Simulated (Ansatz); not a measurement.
**UCCSDTQ/STO-3G run of [O2]− (superoxide)**

What is the vertical doublet–quartet gap of [O2]− (superoxide) at UCCSDTQ/STO-3G? 

The results are computed with Ansatz 0.2.0.

17 further runs of the same task are left out: 13 that didn't finish, 4 set aside as unsound or not needed.

### 1 The structure to begin with

The species is [O2]− (2 atoms), meant as a doublet with charge -1. As SMILES, `[O][O-]`. Geometry: relaxed at GFN2-xTB.

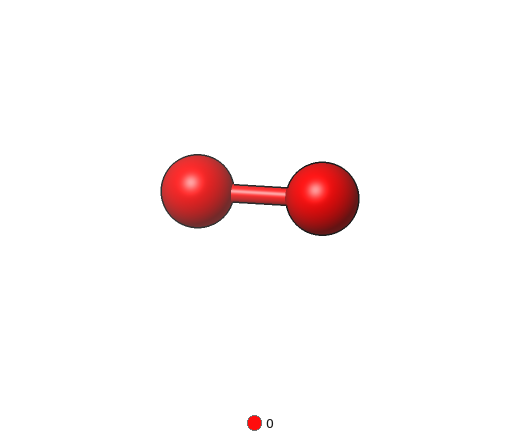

Viewed from a chosen angle; oxygen red.

### 2 The energy at UCCSDTQ/STO-3G

input.yaml reads:

```yaml
crystal:
  periodic: [false, false, false]
  atoms:
    - {symbol: O, position_ang: [0.000000, 0.000000, 0.000000]}
    - {symbol: O, position_ang: [0.000000, 0.000000, 1.341480]}
basis:
  gaussian: {orbitals: STO-3G}
total_charge: -1
magnetization: {spin_polarized: true, initial_magnetization: 1}
correlation: {method: ccsdtq, frozen_orbitals: {O: 1}}
accuracy: high
scf: {omitted_lower_state_checks: [cluster_reference, increment]}
```

Started as:

```sh
$ ansatz run input.yaml --threads 1 --pin off --max-ram 2610MiB --events-out events.jsonl --progress --plain --runs-dir runs
```

Output:

```text
Warning: RAYON_NUM_THREADS=1 ignored (pool sized by the plan → 1); use --threads N
Functional definition: HF
  name "HF"
  exchange = exact_x
  correlation = 0
these checks for a lower state are left out or cut short: cluster_reference, increment
149 factors; integrals over basis functions are off by at most 4.1e-8 eV
mean field evaluation 1: about -4010.2800 eV, gradient 4.2e0 eV
mean field evaluation 2: about -4010.3798 eV, gradient 4.3e0 eV
mean field evaluation 4: about -4010.4749 eV, gradient 1.4e-1 eV
mean field evaluation 8: about -4010.4749 eV, gradient 9.6e-6 eV
mean field evaluation 16: about -4010.4749 eV, gradient 1.7e-7 eV
mean field evaluation 32: about -4010.4752 eV, gradient 1.6e-8 eV
mean field -4010.47523935 eV, -147.3822466484 hartree, gradient 1.5e-8 eV, S^2 0.750990; 6 other end points of the search recorded, 0 dependent functions left out
2 core orbitals not correlated: weight in the atoms' cores, before any rotation towards them, 1.000 or more for the frozen orbitals, at most 0.000 for the correlated occupied ones
reference -4010.47523935 eV, -147.3822466484 hartree; 7, 6 occupied and 1, 2 virtual orbitals, 149 factors
second order -1.69783483 eV of doubles, -0.00000000 eV of singles
cycle   1  -1.93127602 eV  change   -4.6e-1 eV  update   5.4e-2
cycle   2  -2.17719781 eV  change   -2.5e-1 eV  update   2.5e-2
cycle   3  -2.21385504 eV  change   -3.7e-2 eV  update   1.2e-2
cycle   4  -2.22374083 eV  change   -9.9e-3 eV  update   3.7e-3
cycle   5  -2.21698780 eV  change    6.8e-3 eV  update   1.4e-3
cycle   6  -2.22092908 eV  change   -3.9e-3 eV  update   3.9e-4
cycle   7  -2.21764487 eV  change    3.3e-3 eV  update   1.9e-4
cycle   8  -2.21901931 eV  change   -1.4e-3 eV  update   1.2e-4
cycle   9  -2.21913086 eV  change   -1.1e-4 eV  update   2.3e-5
cycle  10  -2.21898169 eV  change    1.5e-4 eV  update   1.5e-5
cycle  11  -2.21896533 eV  change    1.6e-5 eV  update   2.8e-6
cycle  12  -2.21896478 eV  change    5.5e-7 eV  update   7.4e-7
cycle  13  -2.21896554 eV  change   -7.6e-7 eV  update   3.3e-7
cycle  14  -2.21896546 eV  change    8.3e-8 eV  update   7.7e-8
cycle  15  -2.21896543 eV  change    2.3e-8 eV  update   3.5e-8
cycle  16  -2.21896569 eV  change   -2.6e-7 eV  update   2.1e-8
cycle  17  -2.21896554 eV  change    1.5e-7 eV  update   2.0e-8
cycle  18  -2.21896549 eV  change    5.6e-8 eV  update   7.8e-9
cycle  19  -2.21896549 eV  change   -5.3e-9 eV  update   1.4e-9
cycle  20  -2.21896549 eV  change    4.7e-9 eV  update  8.2e-10
cycle  21  -2.21896549 eV  change   -1.8e-9 eV  update  3.8e-10
cycle  22  -2.21896549 eV  change   4.8e-10 eV  update  1.4e-10
WARN: these amplitudes may be one of several solutions (largest doubles amplitude 0.15, level shift 4.33 eV)
Total energy: -4012.69420484 eV, -147.4637921260 hartree
Checks for a lower state left out: cluster_reference, increment
```

It took 2.5 s on 1 thread of Arm Neoverse V1, shared host.

### 3 The quartet, same level

molecule.yaml reads:

```yaml
basis:
  gaussian:
    orbitals: STO-3G
crystal:
  periodic: [false, false, false]
  atoms:
    - symbol: O
      position_ang: [0.000000, 0.000000, 0.000000]
    - symbol: O
      position_ang: [0.000000, 0.000000, 1.341480]
scf:
  omitted_lower_state_checks: [cluster_reference, increment]
total_charge: -1
correlation:
  method: ccsdtq
  frozen_orbitals: {O: 1}
accuracy: high
magnetization:
  spin_polarized: true
  initial_magnetization: 3
```

Started as:

```sh
$ ansatz run molecule.yaml --threads 1 --pin off --max-ram 2610MiB --events-out events.jsonl --progress --plain --runs-dir runs
```

Output:

```text
Warning: RAYON_NUM_THREADS=1 ignored (pool sized by the plan → 1); use --threads N
Functional definition: HF
  name "HF"
  exchange = exact_x
  correlation = 0
these checks for a lower state are left out or cut short: cluster_reference, increment
149 factors; integrals over basis functions are off by at most 4.1e-8 eV
mean field evaluation 1: about -4002.5256 eV, gradient 1.2e0 eV
mean field evaluation 2: about -4002.8527 eV, gradient 1.3e0 eV
mean field evaluation 4: about -4002.8645 eV, gradient 1.4e-2 eV
mean field evaluation 8: about -4002.8645 eV, gradient 5.2e-10 eV
mean field evaluation 16: about -4003.6097 eV, gradient 1.0e-4 eV
mean field -4003.60971885 eV, -147.1299434234 hartree, gradient 2.2e-9 eV, S^2 3.750000; 2 other end points of the search recorded, 0 dependent functions left out
2 core orbitals not correlated: weight in the atoms' cores, before any rotation towards them, 1.000 or more for the frozen orbitals, at most 0.000 for the correlated occupied ones
reference -4003.60971885 eV, -147.1299434234 hartree; 8, 5 occupied and 0, 3 virtual orbitals, 149 factors
second order -0.42229760 eV of doubles, -0.00000000 eV of singles
cycle   1  -0.59780247 eV  change   -1.8e-1 eV  update   6.1e-2
cycle   2  -0.88265946 eV  change   -2.8e-1 eV  update   5.6e-2
cycle   3  -1.51386084 eV  change   -6.3e-1 eV  update   4.4e-2
cycle   4  -1.59971477 eV  change   -8.6e-2 eV  update   1.4e-2
cycle   5  -1.69496973 eV  change   -9.5e-2 eV  update   4.7e-3
cycle   6  -1.65856387 eV  change    3.6e-2 eV  update   1.8e-3
cycle   7  -1.65603509 eV  change    2.5e-3 eV  update   4.0e-4
cycle   8  -1.66410610 eV  change   -8.1e-3 eV  update   5.0e-4
cycle   9  -1.66433086 eV  change   -2.2e-4 eV  update   1.4e-5
cycle  10  -1.66429329 eV  change    3.8e-5 eV  update   2.1e-6
cycle  11  -1.66428605 eV  change    7.2e-6 eV  update   7.1e-7
cycle  12  -1.66429329 eV  change   -7.2e-6 eV  update   8.8e-7
cycle  13  -1.66429363 eV  change   -3.4e-7 eV  update   1.5e-7
cycle  14  -1.66429495 eV  change   -1.3e-6 eV  update   9.2e-8
cycle  15  -1.66429496 eV  change   -8.6e-9 eV  update   8.2e-9
cycle  16  -1.66429495 eV  change    6.9e-9 eV  update   3.7e-9
cycle  17  -1.66429495 eV  change    1.5e-9 eV  update  9.3e-10
cycle  18  -1.66429494 eV  change    6.8e-9 eV  update  8.2e-10
cycle  19  -1.66429494 eV  change    2.0e-9 eV  update  3.5e-10
cycle  20  -1.66429494 eV  change  -1.9e-10 eV  update  3.3e-11
Total energy: -4005.27401379 eV, -147.1911051344 hartree
Checks for a lower state left out: cluster_reference, increment
```

Wall time 1.1 s (1 thread of Arm Neoverse V1, shared host).

### 4 Summary of results

Level: UCCSDTQ/STO-3G, 2 core orbitals frozen.

```
                                            quantity          value
                               doublet: total energy  -147.46379 Eh
doublet: correlation energy (2 core orbitals frozen)      -81.5 mEh
          doublet: ⟨S²⟩ of the reference determinant          0.751
                              doublet: T1 diagnostic          0.016
                               quartet: total energy  -147.19111 Eh
quartet: correlation energy (2 core orbitals frozen)      -61.2 mEh
          quartet: ⟨S²⟩ of the reference determinant          3.750
                              quartet: T1 diagnostic          0.090
    vertical energy of the quartet above the doublet       7.420 eV
```

**Reading.** At this shape the quartet lies 7.42 eV (171 kcal/mol) above the doublet. For an anion a state so high probably lies above electron detachment. In a minimal basis such a difference can be off by several eV, whatever the method.
